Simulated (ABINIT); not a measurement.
## A GW run on TlIO3 (R3m) in ABINIT, with inputs changed

A base run on TlIO3 (R3m), then changed inputs.

Main program and level: ABINIT 10.8.3; PBEsol and many-body steps on it, plane waves.

### Step 1. The starting structure

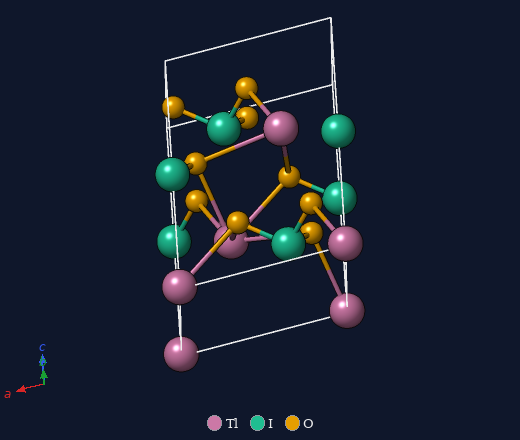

The cell as given, from a free direction (thallium pink, iodine teal, oxygen orange). This picture shows the conventional cell, with its axes. Bonds to atoms that aren't drawn are left out. Some periodic images of atoms are drawn too.

The cell and positions are those that the Materials Project relaxed with its own functionals (PBE, PBE+U or r2SCAN), kept fixed. Spin-orbit coupling is left out unless a step names it.

### Step 2. Screening, 2×2×2 mesh, 87 bands, screening to 122.5 eV

This step: ABINIT 10.8.3; RPA screening on PBEsol, plane waves, norm-conserving pseudopotentials.

The RPA dielectric matrix is built and inverted for each q.

run.abi

```
acell 3*1.0 Angstrom
rprim 
  3.150792580489 1.819110944506 2.655433585300
  -3.150792580489 1.819110944506 2.655433585300
  0.000000000000 -3.638221889012 2.655433585300
ntypat 3
znucl 81 53 8
natom 5
typat 1 2 3 3 3
xred 
  0.008750850000 0.008750850000 0.008750850000
  0.501867330000 0.501867330000 0.501867330000
  0.903287650000 0.461897090000 0.461897090000
  0.461897090000 0.903287650000 0.461897090000
  0.461897090000 0.461897090000 0.903287650000
pp_dirpath "pseudos"
pseudos "Tl.upf, I.upf, O.upf"
ecut 36
ngkpt 2 2 2
nshiftk 1
shiftk 0 0 0
kptopt 1
chksymbreak 0
istwfk *1
occopt 1
irdwfk 1
optdriver 3
nband 87
ecuteps 4.5
inclvkb 2
awtr 1
symchi 1
indata_prefix "in"
outdata_prefix "out"
tmpdata_prefix "tmp"
```

Run with:

```console
$ OMP_NUM_THREADS=1 mpirun -n 4 abinit run.abi > log
```

Output:

```text
.Version 10.8.3 of ABINIT. v10.8.2 released Aug 2026.

 Symmetries : space group R3 m (#160); Bravais hR (rhombohedral)
[... echo of the input left out ...]
== DATASET  1 ==================================================================
-   mpi_nproc: 4, omp_nthreads: 1 (-1 if OMP is not activated)

--- !DatasetInfo
iteration_state: {dtset: 1, }
dimensions: {natom: 5, nkpt: 4, mband: 87, nsppol: 1, nspinor: 1, nspden: 1, mpw: 6360, }
cutoff_energies: {ecut:  36.0, pawecutdg:  -1.0, }
electrons: {nelect:   3.80000000E+01, charge:   0.00000000E+00, occopt:   1.00000000E+00, tsmear:   1.00000000E-02, }

 SCREENING: Calculation of the susceptibility and dielectric matrices

 Based on a program developped by R.W. Godby, V. Olevano, G. Onida, and L. Reining.
 Incorporated in ABINIT by V. Olevano, G.-M. Rignanese, and M. Torrent.
.Using double precision arithmetic ; gwpc =  8

[... cell and pseudopotentials left out ...]
--------------------------------------------------------------------------------

 ==== K-mesh for the wavefunctions ====
 Number of points in the irreducible wedge :     4
[... list of points left out ...]
 Together with  6 symmetry operations and time-reversal symmetry
 yields     8 points in the full Brillouin Zone.

 ==== Q-mesh for the screening function ====
 Number of points in the irreducible wedge :     4
[... list of points left out ...]
 Together with  6 symmetry operations and time-reversal symmetry
 yields     8 points in the full Brillouin Zone.

 setmesh: FFT mesh size selected  =    32x   32x   32
          total number of points  =        32768

 vcoul_init : cutoff-mode = AUXILIARY_FUNCTION
 q-points for optical limit:   1
     1)      0.000010    0.000020    0.000030

- screening: taking advantage of time-reversal symmetry
- Maximum band index for partially occupied states nbvw = 19
- Remaining bands to be divided among processors   nbcw = 68
- Number of bands treated by each node ~17

 Number of electrons calculated from density =   38.0000; Expected =   38.0000
 average of density, n =  0.061663
 r_s =    1.5702
 omega_plasma =   23.9533 [eV]

 calculating chi0 at frequencies [eV] :
  1    0.000000E+00    0.000000E+00
  2    0.000000E+00    2.395335E+01

--------------------------------------------------------------------------------
  q-point number  1        q = ( 0.000000, 0.000000, 0.000000) [r.l.u.]
--------------------------------------------------------------------------------
[... chi0 elements left out ...]
 For q-point:  0.000010 0.000020 0.000030
  dielectric constant =   5.1595
  dielectric constant without local fields =   6.2399

  Average fulfillment of the sum rule on Im[epsilon] for q-point    1 :     56.15  [%]
[... wings left out ...]
  q-point number  2        q = ( 0.500000, 0.000000, 0.000000) [r.l.u.]
--------------------------------------------------------------------------------
[... chi0 elements left out ...]
  Average fulfillment of the sum rule on Im[epsilon] for q-point    2 :     68.25  [%]

 [... 2 further q-points ...]
```

Elapsed: 9.1 s, on 4 MPI ranks of AMD EPYC 7R13 (Zen 3), shared host; peak memory 0.8 GiB; 36 s of CPU time.

Numbers from this step:

| Item | Value |
| --- | --- |
| ε∞ with local fields, on this mesh, along the program's q direction | 5.160 |
| the same without local fields | 6.240 |
| plasma frequency | 23.95 eV |
| plane waves in the screening matrix | 263 |

Local fields lower ε∞ by 17 %. On a Γ-centred mesh this coarse the value itself is usually too large, while a short band sum pulls it down.

### Step 3. Base

The self-energy is evaluated for the states that the input lists, and the levels follow from it, in one-shot runs by the linearised quasiparticle equation.

This step: G0W0 on PBEsol, plane waves, norm-conserving pseudopotentials.

Edit run.abi of step 2 so:

```diff
@@ -26,8 +26,17 @@
 irdwfk 1
-optdriver 3
+optdriver 4
 nband 87
+gwcalctyp 0
+ecutsigx 36
+symsigma 1
+nkptgw 2
+kptgw 
+  0.5000000000 0.5000000000 0.5000000000
+  0.0000000000 0.0000000000 0.0000000000
+bdgw 
+  18 21
+  18 22
 ecuteps 4.5
-inclvkb 2
-awtr 1
-symchi 1
+irdscr 1
+ppmodel 1
 indata_prefix "in"
```

Output:

```text
.Version 10.8.3 of ABINIT. v10.8.2 released Aug 2026.

 Symmetries : space group R3 m (#160); Bravais hR (rhombohedral)
[... echo of the input left out ...]
== DATASET  1 ==================================================================
-   mpi_nproc: 4, omp_nthreads: 1 (-1 if OMP is not activated)

--- !DatasetInfo
iteration_state: {dtset: 1, }
dimensions: {natom: 5, nkpt: 4, mband: 87, nsppol: 1, nspinor: 1, nspden: 1, mpw: 6360, }
cutoff_energies: {ecut:  36.0, pawecutdg:  -1.0, }
electrons: {nelect:   3.80000000E+01, charge:   0.00000000E+00, occopt:   1.00000000E+00, tsmear:   1.00000000E-02, }

 SIGMA: Calculation of the GW corrections

 Based on a program developped by R.W. Godby, V. Olevano, G. Onida, and L. Reining.
 Incorporated in ABINIT by V. Olevano, G.-M. Rignanese, and M. Torrent.
.Using double precision arithmetic ; gwpc =  8

[... cell and pseudopotentials left out ...]
--------------------------------------------------------------------------------

 ==== K-mesh for the wavefunctions ====
 Number of points in the irreducible wedge :     4
[... list of points left out ...]
 Together with  6 symmetry operations and time-reversal symmetry
 yields     8 points in the full Brillouin Zone.

 ==== Q-mesh for screening function ====
 Number of points in the irreducible wedge :     4
[... list of points left out ...]
 Together with  6 symmetry operations and time-reversal symmetry
 yields     8 points in the full Brillouin Zone.

 vcoul_init : cutoff-mode = AUXILIARY_FUNCTION
 q-points for optical limit:   1
     1)      0.000010    0.000020    0.000030
 setmesh: FFT mesh size selected  =    45x   45x   45
          total number of points  =        91125

 Number of electrons calculated from density =   38.0000; Expected =   38.0000
 average of density, n =  0.061663
 r_s =    1.5702
 omega_plasma =   23.9533 [eV]

 === KS Band Gaps ===
  >>>> For spin  1
   Minimum direct gap =   2.6822 [eV], located at k-point      :   0.5000  0.5000  0.5000
   Fundamental gap    =   2.6822 [eV], Top of valence bands at :   0.5000  0.5000  0.5000
                                       Bottom of conduction at :   0.5000  0.5000  0.5000
 SIGMA fundamental parameters:
 PLASMON POLE MODEL  1
 number of plane-waves for SigmaX                 6355
 number of plane-waves for SigmaC and W            263
 number of plane-waves for wavefunctions          6355
 number of bands                                    87
 number of independent spin polarizations            1
 number of spinorial components                      1
 number of k-points in IBZ                           4
 number of q-points in IBZ                           4
 number of symmetry operations                       6
 number of k-points in BZ                            8
 number of q-points in BZ                            8
 number of frequencies for dSigma/dE                 9
 frequency step for dSigma/dE [eV]                0.25
 number of omega for Sigma on real axis              0
 max omega for Sigma on real axis  [eV]           0.00
 zcut for avoiding poles [eV]                     0.10

 EPSILON^-1 parameters (SCR file):
 dimension of the eps^-1 matrix on file            263
 dimension of the eps^-1 matrix used               263
 number of plane-waves for wavefunctions          6355
 number of bands                                    87
 number of q-points in IBZ                           4
 number of frequencies                               2
 number of real frequencies                          1
 number of imag frequencies                          1

 matrix elements of self-energy operator (all in [eV])

 Perturbative Calculation

--- !SelfEnergy_ee
iteration_state: {dtset: 1, }
kpoint     : [   0.500,    0.500,    0.500, ]
spin       : 1
KS_gap     :    2.682
QP_gap     :    4.125
Delta_QP_KS:    1.443
data: !SigmaeeData |
     Band     E0 <VxcDFT>   SigX SigC(E0)      Z dSigC/dE  Sig(E)    E-E0       E
       18   1.477 -19.451 -24.696   5.196   0.751  -0.331 -19.488  -0.037   1.440
       19   1.972 -16.064 -19.486   3.147   0.789  -0.268 -16.281  -0.217   1.755
       20   4.654 -13.322  -9.157  -2.652   0.810  -0.234 -12.096   1.226   5.880
       21   4.654 -13.322  -9.157  -2.652   0.810  -0.234 -12.096   1.226   5.880

--- !SelfEnergy_ee
iteration_state: {dtset: 1, }
kpoint     : [   0.000,    0.000,    0.000, ]
spin       : 1
KS_gap     :    7.453
QP_gap     :    8.537
Delta_QP_KS:    1.084
data: !SigmaeeData |
     Band     E0 <VxcDFT>   SigX SigC(E0)      Z dSigC/dE  Sig(E)    E-E0       E
       18   0.664 -18.091 -22.997   4.736   0.757  -0.322 -18.219  -0.128   0.536
       19   0.981 -18.694 -24.115   5.251   0.750  -0.333 -18.822  -0.128   0.853
       20   8.434 -10.108  -5.948  -3.019   0.838  -0.194  -9.152   0.956   9.390
       21   8.707 -15.242 -10.298  -2.987   0.791  -0.264 -13.694   1.547  10.255
       22   8.707 -15.242 -10.298  -2.987   0.791  -0.264 -13.694   1.547  10.255

== END DATASET(S) ==============================================================
================================================================================

 -outvars: echo values of variables after computation  --------
           etotal      0.0000000000E+00
            nband          87
             nkpt           4
          spgroup         160
 [... the other variables as echoed above ...]

 Calculation completed.
```

The job ended after 6.1 s (4 MPI ranks; peak memory 0.35 GiB).

This step gave:

* G0W0 gap on the points computed: 4.125 eV
* starting gap on the mesh: 2.682 eV
* k of the valence top: 0.5, 0.5, 0.5
* k of the conduction bottom: 0.5, 0.5, 0.5
* Z at the valence top: 0.789
* Z at the conduction bottom: 0.81
* least direct G0W0 gap on the computed points: 4.125 eV

The gap on the mesh goes from 2.68 eV to 4.12 eV, a correction of +1.44 eV.

### Step 4. Coulomb singularity

Edit run.abi of step 3 so:

```diff
@@ -41,2 +41,3 @@
 ppmodel 1
+gw_icutcoul 7
 indata_prefix "in"
```

Output:

```text
.Version 10.8.3 of ABINIT. v10.8.2 released Aug 2026.

 Symmetries : space group R3 m (#160); Bravais hR (rhombohedral)
[... echo of the input left out ...]
== DATASET  1 ==================================================================
-   mpi_nproc: 4, omp_nthreads: 1 (-1 if OMP is not activated)

--- !DatasetInfo
iteration_state: {dtset: 1, }
dimensions: {natom: 5, nkpt: 4, mband: 87, nsppol: 1, nspinor: 1, nspden: 1, mpw: 6360, }
cutoff_energies: {ecut:  36.0, pawecutdg:  -1.0, }
electrons: {nelect:   3.80000000E+01, charge:   0.00000000E+00, occopt:   1.00000000E+00, tsmear:   1.00000000E-02, }

 SIGMA: Calculation of the GW corrections

 Based on a program developped by R.W. Godby, V. Olevano, G. Onida, and L. Reining.
 Incorporated in ABINIT by V. Olevano, G.-M. Rignanese, and M. Torrent.
.Using double precision arithmetic ; gwpc =  8

[... cell and pseudopotentials left out ...]
--------------------------------------------------------------------------------

 ==== K-mesh for the wavefunctions ====
 Number of points in the irreducible wedge :     4
[... list of points left out ...]
 Together with  6 symmetry operations and time-reversal symmetry
 yields     8 points in the full Brillouin Zone.

 ==== Q-mesh for screening function ====
 Number of points in the irreducible wedge :     4
[... list of points left out ...]
 Together with  6 symmetry operations and time-reversal symmetry
 yields     8 points in the full Brillouin Zone.

 vcoul_init : cutoff-mode = AUX_GB
 q-points for optical limit:   1
     1)      0.000010    0.000020    0.000030
 setmesh: FFT mesh size selected  =    45x   45x   45
          total number of points  =        91125

 Number of electrons calculated from density =   38.0000; Expected =   38.0000
 average of density, n =  0.061663
[...]
number of omega for Sigma on real axis              0
 max omega for Sigma on real axis  [eV]           0.00
 zcut for avoiding poles [eV]                     0.10

 EPSILON^-1 parameters (SCR file):
 dimension of the eps^-1 matrix on file            263
 dimension of the eps^-1 matrix used               263
 number of plane-waves for wavefunctions          6355
 number of bands                                    87
 number of q-points in IBZ                           4
 number of frequencies                               2
 number of real frequencies                          1
 number of imag frequencies                          1

 matrix elements of self-energy operator (all in [eV])

 Perturbative Calculation

--- !SelfEnergy_ee
iteration_state: {dtset: 1, }
kpoint     : [   0.500,    0.500,    0.500, ]
spin       : 1
KS_gap     :    2.682
QP_gap     :    4.145
Delta_QP_KS:    1.463
data: !SigmaeeData |
     Band     E0 <VxcDFT>   SigX SigC(E0)      Z dSigC/dE  Sig(E)    E-E0       E
       18   1.477 -19.451 -24.863   5.263   0.749  -0.335 -19.563  -0.112   1.366
       19   1.972 -16.064 -19.653   3.214   0.787  -0.271 -16.359  -0.295   1.677
       20   4.654 -13.322  -9.157  -2.719   0.808  -0.237 -12.154   1.168   5.822
[...]
--- !SelfEnergy_ee
iteration_state: {dtset: 1, }
kpoint     : [   0.000,    0.000,    0.000, ]
spin       : 1
KS_gap     :    7.453
QP_gap     :    8.552
Delta_QP_KS:    1.099
data: !SigmaeeData |
     Band     E0 <VxcDFT>   SigX SigC(E0)      Z dSigC/dE  Sig(E)    E-E0       E
[...]
21   8.707 -15.242 -10.298  -3.054   0.789  -0.268 -13.752   1.490  10.197
       22   8.707 -15.242 -10.298  -3.054   0.789  -0.268 -13.752   1.490  10.197

== END DATASET(S) ==============================================================
================================================================================

 -outvars: echo values of variables after computation  --------
           etotal      0.0000000000E+00
            nband          87
             nkpt           4
          spgroup         160
 [... the other variables as echoed above ...]

 Calculation completed.
```

The job ended after 5.8 s (4 MPI ranks; peak memory 0.53 GiB).

This step gave:

- G0W0 gap on the points computed: 4.145 eV
- starting gap on the mesh: 2.682 eV
- k of the valence top: 0.5, 0.5, 0.5
- k of the conduction bottom: 0.5, 0.5, 0.5
- Z at the valence top: 0.787
- Z at the conduction bottom: 0.808
- least direct G0W0 gap on the computed points: 4.145 eV

Against G0W0 in ABINIT (2×2×2 mesh, 87 bands, screening to 122.5 eV, Godby-Needs plasmon pole), the gap moves by +0.020 eV.

### Step 5. The runs together

Times are wall times on 4 MPI ranks of AMD EPYC 7R13 (Zen 3), shared host, good to a factor of about two. A run's time includes the screening step that it read.

```tsv
run	mesh	bands	screening cutoff (eV)	DFT gap (eV)	gap on the mesh (eV)	direct (eV)	ε∞ used	time
base	2×2×2	87	122.5	2.682	4.125	4.125	5.16	15 s
Coulomb singularity	2×2×2	87	122.5	2.682	4.145	4.145	5.16	15 s
```

### Step 6. Results

* base: 4.125 eV
* Coulomb singularity: 4.145 eV
* known limits: not at the basis limit; exchange with frozen shells missing; no spin-orbit coupling; coarse k mesh

In words: Coulomb singularity: +0.020 eV against base (keys changed: gw_icutcoul). Bands and cutoff are finite, so the gap is not at the basis limit. The miss can reach some tenths of an eV and take either sign; the mesh is an error of its own. In the G0W0 runs levels were corrected at 2 k points alone, so a gap called «on the mesh» is the least over those, and an edge elsewhere would be missed. The 2×2×2 mesh is coarse for this cell, which bears on the long-range parts of exchange and screening. Where an edge is built on 6p states of lead, bismuth or thallium, scalar-relativistic gaps usually stand too wide, by a few tenths to over one eV. The norm-conserving file of at least one element keeps a d shell over frozen s and p shells of the same row. Exchange with those shells is missing from the self-energy, an error of 0.3 to 0.9 eV in cases checked, whose sign depends on which edge lies on those atoms. The many-body steps are scalar-relativistic: spin-orbit coupling is not in them.

[Paths, hosts, dates, memory and timing lines, banners, echoed tables and standing remarks are left out of the program output.]

[Logs are printed without paths, hosts, clocks, repeated set-up lines and the standing remarks that a program may print on its own settings, such as how far it seeks lower states.]

[Runs of the session that timed out or met a known fault of the program may be left out.]

[Hosts, paths, dates, database ids (printed as entryN), source tags and the programs' standing remarks are cut or masked in the printed files.]

[G0W0 gaps are taken among the corrected bands and points alone; a level outside them can change the order at an edge.]

[Where Ansatz stands beside ABINIT at settings called matched, ABINIT's density can come from a denser mesh and the files from another edition; pairs whose starting gaps differed by over 0.03 eV were left out, so agreement reads better than it is.]
